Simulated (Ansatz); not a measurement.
# ZnClF: one change and its effect

System: ZnClF (slab, 3 atoms in the cell).
Method of run 1: DFT, LDA, plane waves, PAW, no spin polarisation (Ansatz 0.2.0).

The geometry comes from this level: PBE. Text and figures count atoms from 1; the logs count them from 0 in places.

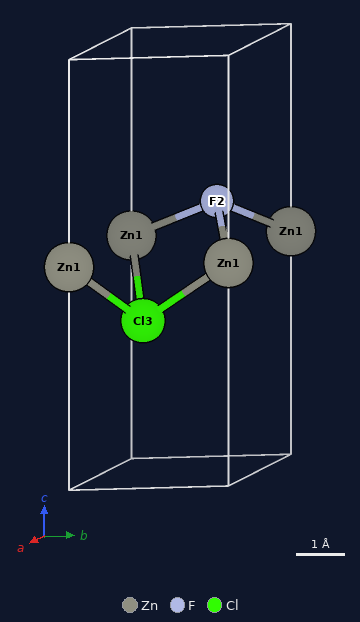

The structure as given in the input (ball-and-stick view of the cell of the calculation, with the vacuum cut short, seen slightly off an axis; atoms are numbered from 1 in the order of the input). An atom can appear more than once, as a periodic image.

The input, run 1:
```yaml
crystal:
  lattice:
    - [3.4023583732, 0.0, 0.0]
    - [-1.7011791866, 2.946528784, 0.0]
    - [0.0, 0.0, 28.3494234352]
  atoms:
    - { symbol: Zn, position: [0.0, 0.0, 0.3234018744] }
    - { symbol: F, position: [0.3333333333, 0.6666666667, 0.3556394142] }
    - { symbol: Cl, position: [0.6666666667, 0.3333333333, 0.2733590331] }
  periodic: [true, true, false]
kpoints:
  mp_grid: { grid: [12, 12, 1] }
hamiltonian:
  xc: lda
scf:
  occupations: { method: fermi_dirac, width: 0.02 }
relax:
  f_tol: 0.005
  cell: {}
```

Command:
```bash
ansatz run input.yaml --threads 4 --pin off --max-ram 5529MiB --backend cpu --events-out ev --progress --plain --runs-dir out
```

Hardware: 4 threads of Intel Xeon (Granite Rapids), 16 GiB of memory available, shared host.

Output, shortened to warnings, some set-up lines, iterations and results (run 1):
```
Basis set: ecut = 420 eV, 5579 PW (Γ)
Symmetry: 6 space group operations
k-points: 19 of 144 (time reversal used)
Initial density: superposition of atomic densities (neutral atoms: chi_scale 0, normalization atom), corrected by the library's trained network
[...]
SCF iter   1: F=—  HF=-5085.910111 eV  |F-HF|=—  |Δ(HF+E_count)|=         —  Δρ=5.96e-3  dr2=1.14e-1  ethr=1.77e-3  ⟨swp⟩=12.5  Hψ=2901  notcnv=0
SCF iter   2: F=—  HF=-5085.886567 eV  |F-HF|=—  |Δ(HF+E_count)|=   2.35e-2  Δρ=2.79e-3  dr2=4.20e-2  ethr=4.37e-4  ⟨swp⟩=3.7  Hψ=880  notcnv=0
SCF iter   3: F=—  HF=-5085.876719 eV  |F-HF|=—  |Δ(HF+E_count)|=   9.85e-3  Δρ=1.06e-3  dr2=3.71e-3  ethr=1.61e-4  ⟨swp⟩=4.6  Hψ=1100  notcnv=0
SCF iter   4: F=—  HF=-5085.876322 eV  |F-HF|=—  |Δ(HF+E_count)|=   3.97e-4  Δρ=7.06e-4  dr2=1.18e-3  ethr=1.43e-5  ⟨swp⟩=3.7  Hψ=790  notcnv=0
SCF iter   5: F=—  HF=-5085.876259 eV  |F-HF|=—  |Δ(HF+E_count)|=   6.31e-5  Δρ=1.62e-4  dr2=4.53e-5  ethr=4.54e-6  ⟨swp⟩=3.5  Hψ=740  notcnv=0
[... 58 lines ...]
SCF iter   5: F=—  HF=-5085.972695 eV  |F-HF|=—  |Δ(HF+E_count)|=  4.64e-10  Δρ=6.23e-7  dr2=4.51e-10  ethr=1.36e-11  ⟨swp⟩=2.4  Hψ=596  notcnv=0
SCF iter   6: F=—  HF=-5085.972695 eV  |F-HF|=—  |Δ(HF+E_count)|=  3.73e-11  Δρ=1.78e-7  dr2=4.96e-11  ethr=1.74e-12  ⟨swp⟩=3.3  Hψ=713  notcnv=0
SCF iter   7: F=-5085.972695 eV  HF=-5085.972695 eV  |F-HF|=3.27e-11  |Δ(HF+E_count)|=  4.27e-11  Δρ=5.53e-8  dr2=4.58e-12  ethr=1.00e-12  ⟨swp⟩=8.5  Hψ=2091  notcnv=0
SCF 8 converged in 7 iterations: F = -5085.972695 eV  dr2 = 4.58e-12
relax step   8: F+E_penalty+E_count = -5085.97269546 eV  Δ(F+E_penalty+E_count) = +3.305e-4 eV  max|allowed force component| = 3.273e-4 eV/Å  Δτ_max = 0.0000 Å  P = -0.003 …
basis re-selected at this cell: Δ(F+E_penalty+E_count) = +3.305e-4 eV, ΔP = -0.004 N/m vs the last step (what re-selecting the basis moved, of the pressure what is left beyond the Pulay correction that the steps carried, after the strain that the cell walked since its last selection, with what the …
SCF converged after 7 iterations
Free energy (F): -5085.972695 eV
Harris-Foulkes:  -5085.972695 eV  (|F-HF|=3.27e-11)
Internal energy: -5085.972695 eV  (E = F + TS)
E sigma→0 (E₀):  -5085.972695 eV
Fermi energy:    -5.761053 eV
--- Per-component energies (eV) ---
  E_band       = -350.627763
  E_kinetic    = 498.228203
  E_local      = -41629.442939  (includes V_loc(G=0)·N_el)
  E_nonlocal   = 729.851077
  E_hartree    = 20399.353719
  E_xc         = -317.850916
  E_vxc        = -274.090261  (∫ρ·V_xc dr)
  E_paw        = -2575.221198  (= ΣΔE_a)
  E_vpaw       = -473.883067  (= ΣTr[D̂ρ^β])
  E_aug_tail   = 0.001655  (compensation charges beyond the density's cutoff)
  E_ewald      = 17807.246819
  E_core_change = 1.860885  (= ΣΔE_core)
  E_smearing   = -0.000000  (= −TS)
  E_closure    = -0.000000  (closes the sum)
  Σ components = -5085.972695   (vs F -5085.972695, Δ=0.00e0)
--- Forces (eV/Å), atoms counted from 1 ---
  atom   1  Zn    -0.00000000    -0.00000000     0.00045568
  atom   2  F      0.00000000     0.00000000     0.00078679
  atom   3  Cl    -0.00000000    -0.00000000     0.00110644
  max |Σ_I F_I| component: 2.35e-3 eV/Å
--- 2D stress c σ (N/m, compression-positive) ---
       -0.002607      -0.000000      -0.000000
       -0.000000      -0.002607      -0.000000
       -0.000000      -0.000000      -0.000000
  P = ½ c Tr σ = -0.0026 N/m
--- Relaxed structure (6 steps of the walk, 6 accepted, 2 SCFs on fresh bases) ---
  F+E_penalty+E_count = -5085.97269546 eV   max|allowed force component| = 3.273e-4 eV/Å   (the final SCF, on the basis selected at the relaxed cell)
  cell:  # Å, volume = 265.2569 Å³
    - [3.2869710156772878, -8.54038007277774e-18, -5.329590116061803e-128]
    - [-1.6434855078386439, 2.84660040107967, -2.4101176775205236e-127]
    - [-4.4407669728634844e-127, -2.5752331804097655e-126, 28.3494234352]
  atoms:
    - { symbol: Zn, position: [3.097416932986046e-34, -4.720637422039777e-35, 0.3234282143529949] }
[...]
```

Run 2 used a changed input.

The two runs side by side:

| quantity | run 1 | run 2 |
| --- | --- | --- |
| outcome | converged | converged |
| free energy per atom (eV) | −1695.3242 | −1740.5095 |
| largest force (eV/Å) | 0.001 | 0.005 |
| SCF iterations | 52 | 32 |
| irreducible k-points | 19 | 19 |
| wall time (shared host) | 11 s | 17 s |

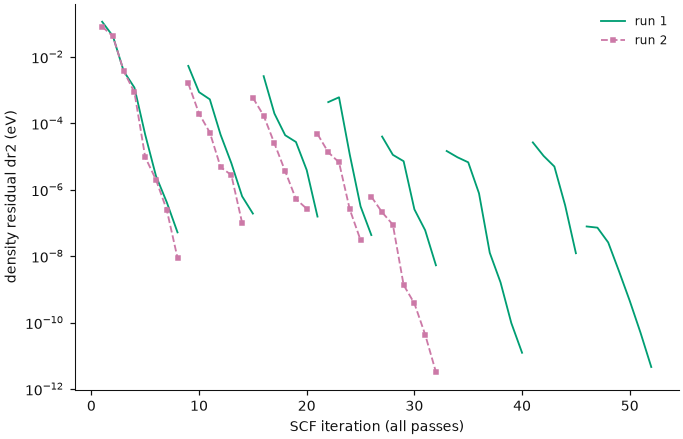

Convergence of the two runs: density residual dr2 against the SCF iteration. A break in a curve parts two SCF passes. Run 1 takes 52 iterations in all, and run 2 takes 32.

Which change of the input explains these differences?

The change (lines with − go, lines with + come):
```diff
-  xc: lda
+  xc: r2scan
```

The total energies belong to different methods, so their difference says nothing on which is more stable or more accurate. The functional changes from LDA to r2SCAN. The SCF takes 32 iterations over all geometry steps against 52. The default cutoff goes from 420 to 500 eV with the change. On the same kind of shared host run 2 took about 1.6 times as long.

Output, shortened to warnings, some set-up lines, iterations and results (run 2):
```
Basis set: ecut = 500 eV, 7207 PW (Γ), exchange–correlation on 100×100×864 points (64 copies of the dense FFT grid, shifted against one another)
Symmetry: 6 space group operations
k-points: 19 of 144 (time reversal used)
Initial density: superposition of atomic densities (neutral atoms: chi_scale 0, normalization atom), corrected by the library's trained network
[...]
SCF iter   1: F=—  HF=-5221.508689 eV  |F-HF|=—  |Δ(HF+E_count)|=         —  Δρ=6.06e-3  dr2=8.11e-2  dr2_τ=3.35e-2  ethr=1.77e-3  ⟨swp⟩=11.7  Hψ=2736  notcnv=0
SCF iter   2: F=—  HF=-5221.519844 eV  |F-HF|=—  |Δ(HF+E_count)|=   1.12e-2  Δρ=3.32e-3  dr2=4.15e-2  dr2_τ=2.80e-3  ethr=3.12e-4  ⟨swp⟩=4.0  Hψ=912  notcnv=0
SCF iter   3: F=—  HF=-5221.509746 eV  |F-HF|=—  |Δ(HF+E_count)|=   1.01e-2  Δρ=1.30e-3  dr2=3.77e-3  dr2_τ=1.78e-4  ethr=1.60e-4  ⟨swp⟩=4.8  Hψ=1018  notcnv=0
SCF iter   4: F=—  HF=-5221.509886 eV  |F-HF|=—  |Δ(HF+E_count)|=   1.40e-4  Δρ=6.91e-4  dr2=8.46e-4  dr2_τ=2.84e-5  ethr=1.45e-5  ⟨swp⟩=4.1  Hψ=768  notcnv=0
SCF iter   5: F=—  HF=-5221.509880 eV  |F-HF|=—  |Δ(HF+E_count)|=   5.97e-6  Δρ=7.06e-5  dr2=9.52e-6  dr2_τ=1.57e-6  ethr=3.25e-6  ⟨swp⟩=3.6  Hψ=777  notcnv=0
[... 32 lines ...]
SCF iter   5: F=—  HF=-5221.528421 eV  |F-HF|=—  |Δ(HF+E_count)|=  3.28e-10  Δρ=4.55e-7  dr2=3.76e-10  dr2_τ=1.12e-10  ethr=5.20e-12  ⟨swp⟩=3.2  Hψ=666  notcnv=0
SCF iter   6: F=—  HF=-5221.528421 eV  |F-HF|=—  |Δ(HF+E_count)|=  1.79e-10  Δρ=2.06e-7  dr2=4.34e-11  dr2_τ=2.66e-11  ethr=1.45e-12  ⟨swp⟩=2.9  Hψ=641  notcnv=0
SCF iter   7: F=-5221.528421 eV  HF=-5221.528421 eV  |F-HF|=1.00e-10  |Δ(HF+E_count)|=  3.18e-11  Δρ=6.48e-8  dr2=3.23e-12  dr2_τ=2.09e-12  ethr=1.00e-12  ⟨swp⟩=8.1  Hψ=2018  …
SCF 5 converged in 7 iterations: F = -5221.528421 eV  dr2 = 3.23e-12
relax step   5: F+E_penalty+E_count = -5221.52842128 eV  Δ(F+E_penalty+E_count) = +7.207e-4 eV  max|allowed force component| = 4.997e-3 eV/Å  Δτ_max = 0.0000 Å  P = +0.006 …
basis re-selected at this cell: Δ(F+E_penalty+E_count) = +7.207e-4 eV, ΔP = +0.002 N/m vs the last step (what re-selecting the basis moved, of the pressure what is left beyond the Pulay correction that the steps carried, after the strain that the cell walked since its last selection, with what the …
SCF converged after 7 iterations
Free energy (F): -5221.528421 eV
Harris-Foulkes:  -5221.528421 eV  (|F-HF|=1.00e-10)
Internal energy: -5221.528421 eV  (E = F + TS)
E sigma→0 (E₀):  -5221.528421 eV
Fermi energy:    -5.648571 eV
--- Per-component energies (eV) ---
  E_band       = -356.846086
  E_kinetic    = 499.116100
  E_local      = -40103.014668  (includes V_loc(G=0)·N_el)
  E_nonlocal   = 726.935432
  E_hartree    = 19645.466616
  E_xc         = -305.477762
  E_vxc        = -301.893535  (∫ρ·V_xc dr)
  E_paw        = -2726.712990  (= ΣΔE_a)
  E_vpaw       = -487.237479  (= ΣTr[D̂ρ^β])
  E_aug_tail   = 0.001025  (compensation charges beyond the density's cutoff)
  E_vtau       = 18.313881  (kinetic-family band-sum trace: ∫τ·v_τ [+ j·A + Jᵃ·Aᵃ] dr)
  E_ewald      = 17042.508242
  E_core_change = -0.350417  (= ΣΔE_core)
  E_smearing   = -0.000000  (= −TS)
  E_closure    = 0.000000  (closes the sum)
  Σ components = -5221.528421   (vs F -5221.528421, Δ=0.00e0)
--- Forces (eV/Å), atoms counted from 1 ---
  atom   1  Zn     0.00000000     0.00000000     0.00138828
  atom   2  F      0.00000000    -0.00000000     0.00361061
  atom   3  Cl     0.00000000     0.00000000    -0.00499551
  max |Σ_I F_I| component: 3.39e-6 eV/Å
--- 2D stress c σ (N/m, compression-positive) ---
        0.005575       0.000000       0.000000
        0.000000       0.005575      -0.000000
        0.000000      -0.000000       0.000000
  P = ½ c Tr σ = 0.0056 N/m
--- Relaxed structure (4 steps of the walk, 4 accepted, 1 SCFs on fresh bases) ---
  F+E_penalty+E_count = -5221.52842128 eV   max|allowed force component| = 4.997e-3 eV/Å   (the final SCF, on the basis selected at the relaxed cell)
  cell:  # Å, volume = 275.9749 Å³
    - [3.352720707197295, -3.673925313610167e-18, -1.360994691444533e-127]
    - [-1.6763603535986475, 2.9035413042269864, 1.2904685188398638e-127]
    - [-1.1340197171626783e-126, 5.8687127592183015e-127, 28.3494234352]
  atoms:
[...]
```
